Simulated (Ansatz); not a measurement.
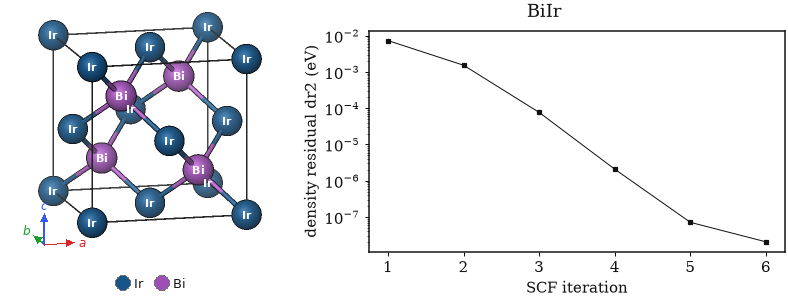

Beside the plot: the structure in its conventional cell.

The plot shows the SCF iterations of a calculation: density residual dr2. The starting density is a sum of atomic densities corrected by a trained network.

BiIr (2 atoms in the cell), run with Ansatz.

```
crystal:
  lattice:
    - [0.0, 3.0674769725, 3.0674769725]
    - [3.0674769725, 0.0, 3.0674769725]
    - [3.0674769725, 3.0674769725, 0.0]
  atoms:
    - { symbol: Ir, position: [0.0, 0.0, 0.0] }
    - { symbol: Bi, position: [0.25, 0.25, 0.25] }
basis:
  ecutwfc: 420
  ecutrho_ratio: 4
kpoints:
  mp_grid: { grid: [10, 9, 11] }
hamiltonian:
  xc: pbe
scf:
  occupations: { method: gaussian, width: 0.05 }
  max_iter: 50
output:
  forces: true
  stress: true
```

Command:
```bash
ansatz run input.yaml --threads 2 --pin off --max-ram 2662MiB --backend cpu --events-out ev --progress --plain --runs-dir out
```

Did the calculation converge?

It converged, after 6 iterations. The residual falls at every step. The program put off closing at iteration 5, as it still lacked some of its checks.

Is anything amiss with this input?

The input holds an odd setting (a mesh that breaks the symmetry), but it does no harm here: the energy lies within 1 meV per atom of a run with usual settings.
